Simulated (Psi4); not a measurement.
# U-wB97X-D/aug-cc-pVTZ (density fitting, sweep point 9) run of [C2H2F2]+ (SMILES [CH2+][C](F)F)

What is the vertical ionisation energy of [C2H2F2]+ at U-wB97X-D/aug-cc-pVTZ (density fitting, sweep point 9)? 

Program for the calculation: Psi4 1.11.

**1. The molecule**

The species is [C2H2F2]+ (6 atoms), meant as a doublet with charge +1. As SMILES, `[CH2+][C](F)F`. Geometry: relaxed at GFN2-xTB. This is one conformer, not always the lowest.

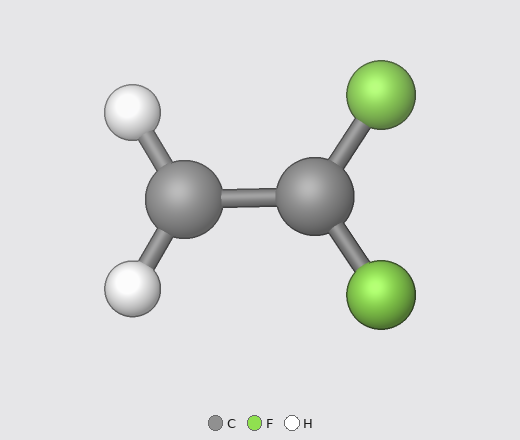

The structure, seen from a chosen angle (carbon grey, fluorine green, hydrogen white).

**2. The energy at U-wB97X-D/aug-cc-pVTZ (density fitting, sweep point 9)**

Contents of c2h2f2.dat:

```
memory 1600 MB

molecule mol {
  1 2
  C     -0.311240     0.627880    -0.251470
  C      0.269710    -0.543000     0.216990
  F     -0.401710    -1.524620     0.680470
  F      1.529160    -0.747770     0.228470
  H      0.308060     1.437100    -0.637380
  H     -1.393960     0.750410    -0.237080
  units angstrom
  symmetry c1
}

set reference uks
set puream true
set scf_type df
set dft_radial_points 99
set dft_spherical_points 590
set maxiter 150

energy("wb97x-d/aug-cc-pVTZ")
print_variables()
```

Started as:

```console
$ psi4 -i c2h2f2.dat -o c2h2f2.out -n 1
```

c2h2f2.out:

```text
[...]
  Running in c1 symmetry.
[...]
  Nuclear repulsion =  118.497686943311933
[...]
  Multiplicity = 2
[...]
  Nalpha       = 16
  Nbeta        = 15
[...]
    Number of basis functions: 230
[...]
   @DF-UKS iter   1:  -276.64873427118954   -8.62265e-02   1.85219e-03 ADIIS/DIIS
[...]
   @DF-UKS iter   8:  -276.72711082588233   -6.75119e-07   8.34073e-07 DIIS
[...]
   @S^2 Observed:                7.524534969E-01
[...]
    Orbital Energies [Eh]
    ---------------------
    Alpha Occupied:
       1A    -25.161248     2A    -25.161187     3A    -10.813321
       4A    -10.645635     5A     -1.720266     6A     -1.652646
       7A     -1.206206     8A     -1.043021     9A     -0.981418
      10A     -0.937887    11A     -0.925795    12A     -0.841589
      13A     -0.831759    14A     -0.818016    15A     -0.795306
      16A     -0.674389
    Alpha Virtual:
      17A     -0.237014    18A     -0.123274    19A     -0.083388
      20A     -0.080621    21A     -0.069045    22A     -0.066962
      23A     -0.043084    24A     -0.036646    25A     -0.025364
[...]
  @DF-UKS Final Energy:  -276.72711082588233
   => Energetics <=
    Nuclear Repulsion Energy =            118.4976869433119333
    One-Electron Energy =                -607.4190323525801887
    Two-Electron Energy =                 234.7775715651603718
    DFT Exchange-Correlation Energy =     -22.5824043268460848
    Empirical Dispersion Energy =          -0.0009326549283616
    VV10 Nonlocal Energy =                  0.0000000000000000
    Total Energy =                       -276.7271108258823347
[...]
 Multipole Moments:
 ------------------------------------------------------------------------------------
     Multipole            Electronic (a.u.)      Nuclear  (a.u.)        Total (a.u.)
 ------------------------------------------------------------------------------------
 L = 1.  Multiply by 2.5417464519 to convert [e a0] to [Debye]
 Dipole X            :          1.3836128           -2.0779374           -0.6943246
 Dipole Y            :         -2.7860138            4.1870476            1.4010337
 Dipole Z            :          1.1138553           -1.6742951           -0.5604397
 Magnitude           :                                                    1.6610463
[...]
```

Wall time 72 s (1 thread of Intel Xeon Platinum 8488C (Sapphire Rapids), shared host); peak memory 1.3 GiB.

**3. Singlet [C2H2F2]2+ at the same level**

Contents of job.in:

```
memory 1.6 GB

molecule system {
  2 1
  C     -0.311240     0.627880    -0.251470
  C      0.269710    -0.543000     0.216990
  F     -0.401710    -1.524620     0.680470
  F      1.529160    -0.747770     0.228470
  H      0.308060     1.437100    -0.637380
  H     -1.393960     0.750410    -0.237080
  units angstrom
  symmetry c1
}

set globals {
  basis                aug-cc-pVTZ
  puream               true
  scf_type             df
  dft_radial_points    99
  dft_spherical_points 590
}

E = energy('wb97x-d')
print_variables()
```

Started as:

```console
$ psi4 -n 1 job.in job.out
```

job.out:

```text
[...]
  Running in c1 symmetry.
[...]
  Nuclear repulsion =  118.497686943311933
[...]
  Multiplicity = 1
[...]
  Nalpha       = 15
  Nbeta        = 15
[...]
    Number of basis functions: 230
[...]
   @DF-RKS iter   1:  -275.93659376938427    6.25914e-01   1.73165e-03 ADIIS/DIIS
[...]
   @DF-RKS iter   9:  -276.01813983205443   -2.74330e-08   1.38119e-07 DIIS
[...]
    Orbital Energies [Eh]
    ---------------------
    Doubly Occupied:
       1A    -25.464586     2A    -25.464481     3A    -11.141572
       4A    -11.042168     5A     -2.007380     6A     -1.938560
       7A     -1.533946     8A     -1.327552     9A     -1.268395
      10A     -1.236570    11A     -1.211784    12A     -1.141519
      13A     -1.113177    14A     -1.107255    15A     -1.087537
[...]
  @DF-RKS Final Energy:  -276.01813983205443
   => Energetics <=
    Nuclear Repulsion Energy =            118.4976869433119333
    One-Electron Energy =                -597.5596933982963037
    Two-Electron Energy =                 225.3922622001177274
    DFT Exchange-Correlation Energy =     -22.3474629222594317
    Empirical Dispersion Energy =          -0.0009326549283616
    VV10 Nonlocal Energy =                  0.0000000000000000
    Total Energy =                       -276.0181398320544304
[...]
 Multipole Moments:
 ------------------------------------------------------------------------------------
     Multipole            Electronic (a.u.)      Nuclear  (a.u.)        Total (a.u.)
 ------------------------------------------------------------------------------------
 L = 1.  Multiply by 2.5417464519 to convert [e a0] to [Debye]
 Dipole X            :          0.7828355           -2.0779374           -1.2951019
 Dipole Y            :         -1.5755643            4.1870476            2.6114832
 Dipole Z            :          0.6294146           -1.6742951           -1.0448805
 Magnitude           :                                                    3.0965964
[...]
```

Wall time 60 s (1 thread of Intel Xeon Platinum 8488C (Sapphire Rapids), shared host); peak memory 1.3 GiB.

**4. Summary of results**

Level: U-wB97X-D/aug-cc-pVTZ (density fitting, sweep point 9).

| quantity | value |
| --- | --- |
| doublet [C2H2F2]+: total energy | -276.72711 Eh |
| doublet [C2H2F2]+: HOMO energy (highest over α and β) | -18.35 eV |
| doublet [C2H2F2]+: LUMO energy (lowest over α and β) | -10.51 eV |
| doublet [C2H2F2]+: dispersion energy | -2.45 kJ/mol |
| doublet [C2H2F2]+: ⟨S²⟩ | 0.752 |
| singlet [C2H2F2]2+: total energy | -276.01814 Eh |
| singlet [C2H2F2]2+: HOMO energy | -29.59 eV |
| singlet [C2H2F2]2+: LUMO energy | -20.11 eV |
| singlet [C2H2F2]2+: HOMO–LUMO gap | 9.49 eV |
| singlet [C2H2F2]2+: dispersion energy | -2.45 kJ/mol |
| vertical ionisation energy (to the singlet dication) | 19.292 eV |

**Reading.** Removing an electron at fixed nuclei costs 19.29 eV (1861 kJ/mol). Only the singlet of the ionised species was computed; a triplet could lie lower.
